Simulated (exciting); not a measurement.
# Electron–core-hole interaction in the Tl L₃ spectrum of YTlO2

How far do the exchange and direct terms reshape the Tl L₃ edge of YTlO2?

Program: exciting sodium. Level of theory: X-ray absorption, core-level Bethe-Salpeter equation, exchange and statically screened direct term, Tamm-Dancoff, all-electron LAPW+lo LDA. Results are calculated unless marked as measured.

### 1. Starting point

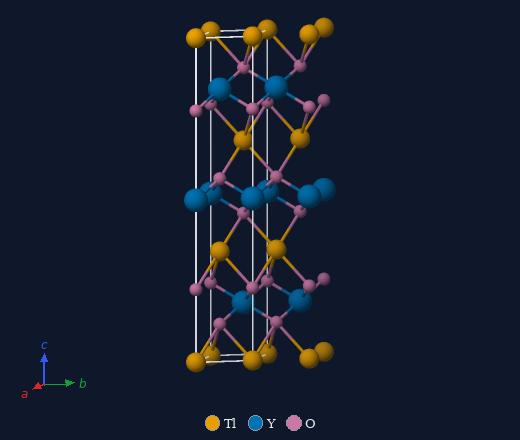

The starting structure, seen slightly off an axis (thallium orange, yttrium blue, oxygen pink). 1×2×1 cells are drawn. This picture shows the conventional cell, with its axes. Bonds to atoms that aren't drawn are left out. Some periodic images of atoms are drawn too.

Structure file:

```xyz
4
Lattice="1.7562 1.0140 6.5006 -1.7562 1.0140 6.5006 0.0000 -2.0279 6.5006" Properties=species:S:1:pos:R:3 pbc="T T T"
Tl    0.0000    0.0000    0.0000
Y     0.0000    0.0000    9.7508
O     0.0000    0.0000    4.3746
O     0.0000    0.0000   15.1271
```

Differences between curves are given as r.m.s. difference over r.m.s. height.

### 2. Ground state

The species files are the program's own, with muffin-tin radii set in the input.

Input file input.xml:

```
<input>
  <title>YTlO2</title>
  <structure speciespath="." autormt="false" epslat="1.0e-5">
    <crystal>
      <basevect>3.3187956569 1.9161075659 12.2842880452</basevect>
      <basevect>-3.3187956569 1.9161075659 12.2842880452</basevect>
      <basevect>0.0000000000 -3.8322151318 12.2842880452</basevect>
    </crystal>
    <species speciesfile="Tl.xml" rmt="2.300">
      <atom coord="0.0000000000 0.0000000000 0.0000000000"/>
    </species>
    <species speciesfile="Y.xml" rmt="2.464">
      <atom coord="0.5000000000 0.5000000000 0.5000000000"/>
    </species>
    <species speciesfile="O.xml" rmt="1.786">
      <atom coord="0.2243170000 0.2243170000 0.2243170000"/>
      <atom coord="0.7756830000 0.7756830000 0.7756830000"/>
    </species>
  </structure>
  <groundstate do="fromscratch" xctype="LDA_PW" ngridk="4 4 4" rgkmax="7" gmaxvr="14" nempty="8" swidth="0.001" maxscl="100" epsengy="1e-5"/>
</input>
```

Command:

```
OMP_NUM_THREADS=1 mpirun -n 4 exciting
```

Numbers of over 12 decimals in the logs are rounded to 6 here.

The log of the run:

```text
EXCITING SODIUM started
********************************************************************************
* Ground-state run starting from atomic densities                              *
********************************************************************************
+ Starting initialization                                                      +
[... lattice and species ...]
 Spin treatment                             :    spin-unpolarised
 Number of Bravais lattice symmetries       :      12
[...]
+ Self-consistent loop stopped                                                 +
 STATE.OUT is written
********************************************************************************
* Groundstate module stopped                                                   *
********************************************************************************
 Total time spent (seconds)                 :       154.05
- CAUTION! Warnings have been written in file WARNING.OUT !                    -
| EXCITING SODIUM stopped                                                      =
[key lines of the parts left out:]
Total energy                               :    -23809.32183401
Fermi energy                               :         0.20832872
```

Run time: 2.6 min. Hardware: 4 MPI ranks of Intel Xeon at 2.50GHz (Skylake/Cascade Lake), shared host.

The warnings file holds hints only, no warning.

The mesh shows a gap of 1.47 eV. Core levels (Dirac, from the valence top):

| atom | level | energy (eV) |
| --- | --- | --- |
| Tl | 3s1/2 | -3621.9 |
| Tl | 3p1/2 | -3348.0 |
| Tl | 3p3/2 | -2889.2 |
| Tl | 3d3/2 | -2436.5 |
| Tl | 3d5/2 | -2338.4 |
| Tl | 4s1/2 | -803.6 |
| Tl | 4p1/2 | -685.7 |
| Tl | 4p3/2 | -573.9 |
| Tl | 4d3/2 | -381.3 |
| Tl | 4d5/2 | -360.4 |
| Tl | 4f5/2 | -111.4 |
| Tl | 4f7/2 | -106.8 |
| Tl | 5s1/2 | -125.5 |

### 3. A richer basis for the empty states

Each species file gets more local orbitals, built from u and its energy derivative at 0.15 Ha and u at 0.9 Ha.

input.xml is that of step 2.

Input file SPECIES.xml, added lines:

```
<lo l="L">  <!-- L = 0, 1, 2, and 3 from Cs on -->
  <wf matchingOrder="0" trialEnergy="0.1500" searchE="false"/>
  <wf matchingOrder="1" trialEnergy="0.1500" searchE="false"/>
  <wf matchingOrder="0" trialEnergy="0.9000" searchE="false"/>
</lo>
```

Command:

```
OMP_NUM_THREADS=1 mpirun -n 4 exciting
```

The log of the run:

```text
EXCITING SODIUM started
********************************************************************************
* Ground-state run starting from atomic densities                              *
********************************************************************************
+ Starting initialization                                                      +
[... lattice and species ...]
 Spin treatment                             :    spin-unpolarised
 Number of Bravais lattice symmetries       :      12
[...]
+ Self-consistent loop stopped                                                 +
 STATE.OUT is written
********************************************************************************
* Groundstate module stopped                                                   *
********************************************************************************
 Total time spent (seconds)                 :       152.75
- CAUTION! Warnings have been written in file WARNING.OUT !                    -
| EXCITING SODIUM stopped                                                      =
[key lines of the parts left out:]
Total energy                               :    -23809.32281377
Fermi energy                               :         0.20854382
```

The job ended after 2.6 min (4 MPI ranks).

Against the first ground state the total energy moves by -7 meV an atom and the gap by 0.00 eV.

### 4. Screening, kernels and BSE for Tl atom 1

The absorber has 6 O at 2.94 Å (6-fold, site symmetry -3m).

Edit input.xml of step 3 so:

```diff
@@ -19,3 +19,19 @@
   </structure>
-  <groundstate do="fromscratch" xctype="LDA_PW" ngridk="4 4 4" rgkmax="7" gmaxvr="14" nempty="8" swidth="0.001" maxscl="100" epsengy="1e-5"/>
+  <groundstate do="skip" xctype="LDA_PW" ngridk="4 4 4" rgkmax="7" gmaxvr="14" nempty="8" swidth="0.001" maxscl="100" epsengy="1e-5"/>
+  <xs xstype="BSE" ngridk="3 3 3" ngridq="3 3 3" vkloff="0.097 0.273 0.493" rgkmax="7" nempty="34" gqmax="3" lmaxapwwf="5" lmaxemat="3" broad="0.10400" tevout="true">
+    <energywindow intv="459.809 461.426" points="439"/>
+    <screening screentype="full" nempty="56"/>
+    <BSE xas="true" xasspecies="1" xasatom="1" xasedge="L3" bsetype="singlet" nstlxas="1 30"/>
+    <qpointset>
+      <qpoint>0 0 0</qpoint>
+    </qpointset>
+    <plan>
+      <doonly task="xsgeneigvec"/>
+      <doonly task="writepmatxs"/>
+      <doonly task="scrgeneigvec"/>
+      <doonly task="scrwritepmat"/>
+      <doonly task="screen"/>
+      <doonly task="scrcoulint"/>
+    </plan>
+  </xs>
 </input>
```

Input file input.xml for the exchange start (cutoff and plan only):

```
  gqmax="2"
  <plan>
    <doonly task="exccoulint"/>
  </plan>
```

Input file input.xml for the last start (plan only):

```
  <plan>
    <doonly task="bse"/>
  </plan>
```

Command:

```
OMP_NUM_THREADS=1 mpirun -n 4 exciting
OMP_NUM_THREADS=1 mpirun -n 4 exciting
OMP_NUM_THREADS=4 exciting
```

The log of the run:

```text
| EXCITING SODIUM started for task xsgeneigvec ( 301)                          =
One-shot GS runs for BSE calculations
One-shot GS runs for k+qmt/2 grids
Info(xsgeneigvec): Generating eigenvectors for Q-point      1
Info(xsgeneigvec): Generation of eigenvectors finished
| EXCITING SODIUM started for task writepmatxs ( 320)                          =
Info(writepmatxs): Momentum matrix elements finished
| EXCITING SODIUM started for task scrgeneigvec ( 401)                         =
One-shot GS runs for BSE calculations
One-shot GS runs for k+qmt/2 grids
[...]
Info(setup_bse_block): Setting up RR part of hamiltonian
Info(setup_bse_block): Singlet spin state
Info(bse): Diagonalizing RR Hamiltonian (TDA)
Info(bse): Invoking Lapack routine ZHEEVR
      3240 eigen solutions found in the interval:
         i1=       1 i2=    3240
Info(bse): Writing excition energies and oscillator strengths to text file.
Info(makespectrum_dist): Making spectrum using formula for coupling with time reversed AR basis.
Info(makespectrum_dist): Using formalism for vanishing momentum transfer.
Info(writederived): Writing quantities derived from the macroscopic dielectric function.
Info(bselauncher): Spectrum finished for iqmt=  1
Info(bselauncher): All done for BSE type singlet
```

Wall time 27 min (4 MPI ranks).

Wall time by task: xsgeneigvec 30 s, writepmatxs 38 s, scrgeneigvec 19 s, scrwritepmat 13 s, screen 6.1 min, scrcoulint 8.3 min, exccoulint 10 min, bse 69 s.

The Tl L₃ spectrum of Tl atom 1 (energy from the Kohn–Sham onset, core level to the lowest empty state found on the meshes used, 12524.03 eV; the ground-state mesh sets it, and the shifted mesh has its lowest transition 0.27 eV above it; Im ε scaled to the maximum of the singlet run; cut below the end of the band set):

| E (eV) | isotropic | ε ⊥ c | ε ∥ c |
| --- | --- | --- | --- |
| -11.0 | 0.04 | 0.04 | 0.04 |
| -10.0 | 0.04 | 0.04 | 0.04 |
| -9.0 | 0.05 | 0.05 | 0.05 |
| -8.0 | 0.05 | 0.05 | 0.05 |
| -7.0 | 0.06 | 0.06 | 0.06 |
| -6.0 | 0.07 | 0.07 | 0.07 |
| -5.0 | 0.08 | 0.08 | 0.08 |
| -4.0 | 0.10 | 0.10 | 0.10 |
| -3.0 | 0.12 | 0.12 | 0.12 |
| -2.0 | 0.15 | 0.15 | 0.15 |
| -1.0 | 0.19 | 0.19 | 0.19 |
| 0.0 | 0.24 | 0.24 | 0.24 |
| 1.0 | 0.29 | 0.29 | 0.29 |
| 2.0 | 0.34 | 0.35 | 0.34 |
| 3.0 | 0.39 | 0.40 | 0.38 |
| 4.0 | 0.44 | 0.44 | 0.43 |
| 5.0 | 0.49 | 0.50 | 0.49 |
| 6.0 | 0.56 | 0.56 | 0.57 |
| 7.0 | 0.64 | 0.63 | 0.66 |
| 8.0 | 0.73 | 0.73 | 0.75 |
| 9.0 | 0.83 | 0.83 | 0.84 |
| 10.0 | 0.92 | 0.92 | 0.92 |
| 11.0 | 0.97 | 0.97 | 0.98 |
| 12.0 | 1.00 | 0.99 | 1.01 |
| 13.0 | 0.99 | 0.98 | 1.02 |
| 14.0 | 0.96 | 0.95 | 0.97 |
| 15.0 | 0.88 | 0.88 | 0.89 |
| 16.0 | 0.79 | 0.79 | 0.80 |
| 17.0 | 0.71 | 0.70 | 0.72 |
| 18.0 | 0.64 | 0.63 | 0.65 |
| 19.0 | 0.59 | 0.58 | 0.60 |
| 20.0 | 0.54 | 0.54 | 0.56 |
| 21.0 | 0.51 | 0.50 | 0.52 |
| 22.0 | 0.48 | 0.47 | 0.49 |

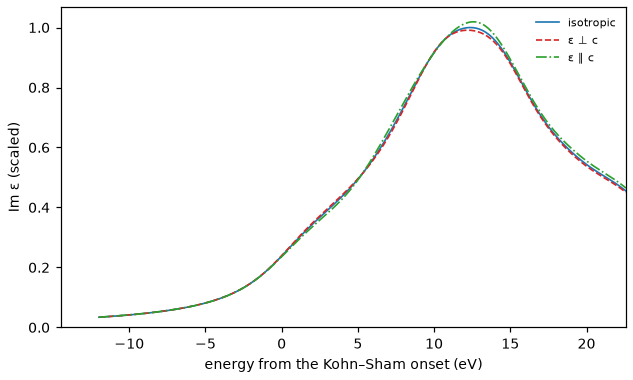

The Tl L₃ edge of Tl atom 1.

Maxima (height): 12.4 eV (1.00).

The Hamiltonian has 3240 rows. The lowest groups of eigenvalues and the brightest ones, on the scale above (the program counts from the shifted mesh's onset, 0.27 eV higher). Core spinors bring spin-forbidden partners, so dark means forbidden by spin or by symmetry, and the shifted mesh splits states that symmetry would keep together:

| energy (eV) | states within 10 meV | relative strength |
| --- | --- | --- |
| -0.885 | 4 | 0.025 |
| -0.798 | 4 | 0.075 |
| -0.175 | 4 | 4.4e-4 |
| 0.095 | 4 | 0.067 |
| 0.115 | 4 | 0.24 |
| 0.184 | 4 | 0.025 |
| 8.888 | 4 | 0.93 |
| 10.180 | 4 | 0.87 |
| 10.276 | 4 | 0.79 |
| 10.520 | 4 | 0.96 |
| 10.541 | 4 | 0.85 |
| 12.506 | 4 | 1.00 |
| 14.798 | 8 | 0.91 |

### 5. Independent particles

Edit input.xml of step 4 so:

```diff
@@ -23,3 +23,3 @@
     <screening screentype="full" nempty="56"/>
-    <BSE xas="true" xasspecies="1" xasatom="1" xasedge="L3" bsetype="singlet" nstlxas="1 30"/>
+    <BSE xas="true" xasspecies="1" xasatom="1" xasedge="L3" bsetype="IP" nstlxas="1 30"/>
     <qpointset>
@@ -28,8 +28,3 @@
     <plan>
-      <doonly task="xsgeneigvec"/>
-      <doonly task="writepmatxs"/>
-      <doonly task="scrgeneigvec"/>
-      <doonly task="scrwritepmat"/>
-      <doonly task="screen"/>
-      <doonly task="scrcoulint"/>
+      <doonly task="bse"/>
     </plan>
```

Command:

```
OMP_NUM_THREADS=4 exciting
```

The log of the run:

```text
| EXCITING SODIUM started for task bse ( 445)                                  =
Info(bselauncher): Init time:    3.110498
Info(bselauncher): Setting up and diagonalizing BSE Hamiltonian.
Info(bselauncher): Using momentum transfer vectors from list :   1 to  1
Info(bselauncher): Distributing qmt-points over   1 processes.
Info(bselauncher): BSE type: IP
Info(bselauncher): Momentum transfer list index: iqmt=  1
Info(bselauncher): Momentum transfer: vqmtl=   0.000   0.000   0.000
Info(bse): Inspecting occupations...
Info(setranges_modxs): Number of non-reduced k-points:       27
[...]
highest unoccupied state:  51
  Opening gap with a scissor of:      0.000/H      0.000/eV
Info(select_transitions): Number of participating transitions:    3240
Info(bse): Selecting transitions...
Info(bse):bsegap (eV): 12524.298344
Info(bse): IP requested, nothing much to do
Info(bse): Writing excition energies and oscillator strengths to text file.
Info(makespectrum_dist): Making spectrum using formula for coupling with time reversed AR basis.
Info(makespectrum_dist): Using formalism for vanishing momentum transfer.
Info(writederived): Writing quantities derived from the macroscopic dielectric function.
Info(bselauncher): Spectrum finished for iqmt=  1
Info(bselauncher): All done for BSE type IP
```

It took 4.5 s on 4 threads.

Maxima (height): 15.4 eV (1.00). The spectrum differs from the singlet run by 29 % r.m.s. Moving the earlier curve by +3.3 eV leaves 4 %. The highest maximum lies at 15.4 eV (1.00), against 12.4 eV (1.00).

### 6. Exchange alone

Edit input.xml of step 5 so:

```diff
@@ -23,3 +23,3 @@
     <screening screentype="full" nempty="56"/>
-    <BSE xas="true" xasspecies="1" xasatom="1" xasedge="L3" bsetype="IP" nstlxas="1 30"/>
+    <BSE xas="true" xasspecies="1" xasatom="1" xasedge="L3" bsetype="RPA" nstlxas="1 30"/>
     <qpointset>
```

Command:

```
OMP_NUM_THREADS=4 exciting
```

The log of the run:

```text
| EXCITING SODIUM started for task bse ( 445)                                  =
Info(bselauncher): Init time:    2.945285
Info(bselauncher): Setting up and diagonalizing BSE Hamiltonian.
Info(bselauncher): Using momentum transfer vectors from list :   1 to  1
Info(bselauncher): Distributing qmt-points over   1 processes.
Info(bselauncher): BSE type: RPA
Info(bselauncher): Momentum transfer list index: iqmt=  1
Info(bselauncher): Momentum transfer: vqmtl=   0.000   0.000   0.000
Info(bse): Inspecting occupations...
Info(setranges_modxs): Number of non-reduced k-points:       27
[...]
Info(setup_bse_block): Setting up RR part of hamiltonian
Info(setup_bse_block): Using RPA approximation
Info(bse): Diagonalizing RR Hamiltonian (TDA)
Info(bse): Invoking Lapack routine ZHEEVR
      3240 eigen solutions found in the interval:
         i1=       1 i2=    3240
Info(bse): Writing excition energies and oscillator strengths to text file.
Info(makespectrum_dist): Making spectrum using formula for coupling with time reversed AR basis.
Info(makespectrum_dist): Using formalism for vanishing momentum transfer.
Info(writederived): Writing quantities derived from the macroscopic dielectric function.
Info(bselauncher): Spectrum finished for iqmt=  1
Info(bselauncher): All done for BSE type RPA
```

Elapsed: 56 s, on 4 threads.

Maxima (height): 15.4 eV (1.00). The spectrum is that of the independent-particle run within 1 %.

### 7. Direct term alone

Edit input.xml of step 6 so:

```diff
@@ -23,3 +23,3 @@
     <screening screentype="full" nempty="56"/>
-    <BSE xas="true" xasspecies="1" xasatom="1" xasedge="L3" bsetype="RPA" nstlxas="1 30"/>
+    <BSE xas="true" xasspecies="1" xasatom="1" xasedge="L3" bsetype="triplet" nstlxas="1 30"/>
     <qpointset>
```

Command:

```
OMP_NUM_THREADS=4 exciting
```

The log of the run:

```text
| EXCITING SODIUM started for task bse ( 445)                                  =
Info(bselauncher): Init time:    2.972514
Info(bselauncher): Setting up and diagonalizing BSE Hamiltonian.
Info(bselauncher): Using momentum transfer vectors from list :   1 to  1
Info(bselauncher): Distributing qmt-points over   1 processes.
Info(bselauncher): BSE type: triplet
Info(bselauncher): Momentum transfer list index: iqmt=  1
Info(bselauncher): Momentum transfer: vqmtl=   0.000   0.000   0.000
Info(bse): Inspecting occupations...
[...]
Info(setup_bse_block): Setting up RR part of hamiltonian
Info(setup_bse_block): Triplet spin state
Info(bse): Diagonalizing RR Hamiltonian (TDA)
Info(bse): Invoking Lapack routine ZHEEVR
      3240 eigen solutions found in the interval:
         i1=       1 i2=    3240
Info(bse): Writing excition energies and oscillator strengths to text file.
Info(makespectrum_dist): Making spectrum using formula for coupling with time reversed AR basis.
Info(makespectrum_dist): Using formalism for vanishing momentum transfer.
Info(writederived): Writing quantities derived from the macroscopic dielectric function.
Info(bselauncher): Spectrum finished for iqmt=  1
Info(bselauncher): All done for BSE type triplet
```

Elapsed: 74 s, on 4 threads.

Maxima (height): 12.4 eV (1.00). The spectrum is that of the singlet run within 1 %.

### 8. Broadening

Changed against the first singlet run: half width (eV) from 2.83 to 8.49.

Edit input.xml of step 7 so:

```diff
@@ -20,6 +20,6 @@
   <groundstate do="skip" xctype="LDA_PW" ngridk="4 4 4" rgkmax="7" gmaxvr="14" nempty="8" swidth="0.001" maxscl="100" epsengy="1e-5"/>
-  <xs xstype="BSE" ngridk="3 3 3" ngridq="3 3 3" vkloff="0.097 0.273 0.493" rgkmax="7" nempty="34" gqmax="3" lmaxapwwf="5" lmaxemat="3" broad="0.10400" tevout="true">
+  <xs xstype="BSE" ngridk="3 3 3" ngridq="3 3 3" vkloff="0.097 0.273 0.493" rgkmax="7" nempty="34" gqmax="3" lmaxapwwf="5" lmaxemat="3" broad="0.31200" tevout="true">
     <energywindow intv="459.809 461.426" points="439"/>
     <screening screentype="full" nempty="56"/>
-    <BSE xas="true" xasspecies="1" xasatom="1" xasedge="L3" bsetype="triplet" nstlxas="1 30"/>
+    <BSE xas="true" xasspecies="1" xasatom="1" xasedge="L3" bsetype="singlet" nstlxas="1 30"/>
     <qpointset>
```

Command:

```
OMP_NUM_THREADS=4 exciting
```

The log of the run:

```text
| EXCITING SODIUM started for task bse ( 445)                                  =
Info(bselauncher): Init time:    3.659955
Info(bselauncher): Setting up and diagonalizing BSE Hamiltonian.
Info(bselauncher): Using momentum transfer vectors from list :   1 to  1
Info(bselauncher): Distributing qmt-points over   1 processes.
Info(bselauncher): BSE type: singlet
Info(bselauncher): Momentum transfer list index: iqmt=  1
Info(bselauncher): Momentum transfer: vqmtl=   0.000   0.000   0.000
Info(bse): Inspecting occupations...
[...]
Info(setup_bse_block): Setting up RR part of hamiltonian
Info(setup_bse_block): Singlet spin state
Info(bse): Diagonalizing RR Hamiltonian (TDA)
Info(bse): Invoking Lapack routine ZHEEVR
      3240 eigen solutions found in the interval:
         i1=       1 i2=    3240
Info(bse): Writing excition energies and oscillator strengths to text file.
Info(makespectrum_dist): Making spectrum using formula for coupling with time reversed AR basis.
Info(makespectrum_dist): Using formalism for vanishing momentum transfer.
Info(writederived): Writing quantities derived from the macroscopic dielectric function.
Info(bselauncher): Spectrum finished for iqmt=  1
Info(bselauncher): All done for BSE type singlet
```

Wall time 74 s (4 threads).

Against the singlet run the r.m.s. difference is 35 %. The highest maximum lies at 12.6 eV (0.57), against 12.4 eV (1.00). Only the width of each line changes; the area stays. A table step wider than the lines misses their tops.

| E (eV) | first run | this run |
| --- | --- | --- |
| -11.0 | 0.04 | 0.10 |
| -10.0 | 0.04 | 0.10 |
| -9.0 | 0.05 | 0.11 |
| -8.0 | 0.05 | 0.12 |
| -7.0 | 0.06 | 0.14 |
| -6.0 | 0.07 | 0.15 |
| -5.0 | 0.08 | 0.17 |
| -4.0 | 0.10 | 0.18 |
| -3.0 | 0.12 | 0.20 |
| -2.0 | 0.15 | 0.22 |
| -1.0 | 0.19 | 0.25 |
| 0.0 | 0.24 | 0.27 |
| 1.0 | 0.29 | 0.30 |
| 2.0 | 0.34 | 0.33 |
| 3.0 | 0.39 | 0.36 |
| 4.0 | 0.44 | 0.39 |
| 5.0 | 0.49 | 0.42 |
| 6.0 | 0.56 | 0.45 |
| 7.0 | 0.64 | 0.48 |
| 8.0 | 0.73 | 0.50 |
| 9.0 | 0.83 | 0.53 |
| 10.0 | 0.92 | 0.54 |
| 11.0 | 0.97 | 0.56 |
| 12.0 | 1.00 | 0.57 |
| 13.0 | 0.99 | 0.57 |
| 14.0 | 0.96 | 0.56 |
| 15.0 | 0.88 | 0.55 |
| 16.0 | 0.79 | 0.53 |
| 17.0 | 0.71 | 0.51 |
| 18.0 | 0.64 | 0.49 |
| 19.0 | 0.59 | 0.47 |
| 20.0 | 0.54 | 0.44 |
| 21.0 | 0.51 | 0.41 |
| 22.0 | 0.48 | 0.39 |

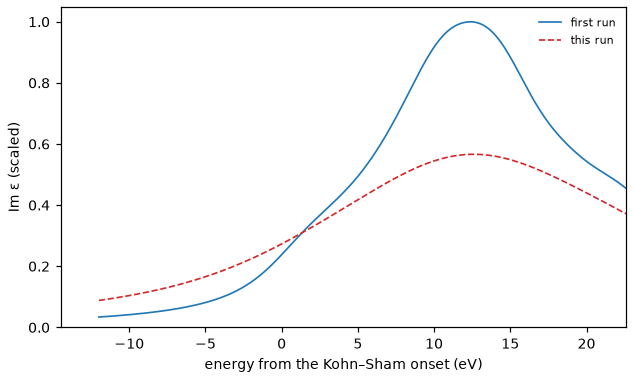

This run beside the first singlet run.

[end of part 1 of 2]

[Banner, clock and machine lines of the logs are left out without a mark of their own.]

[Logs are printed without paths, hosts, clocks, repeated set-up lines and the standing remarks that a program may print on its own settings, such as how far it seeks lower states.]

[Hosts, paths, dates, database ids (printed as entryN), source tags and the programs' standing remarks are cut or masked in the printed files.]
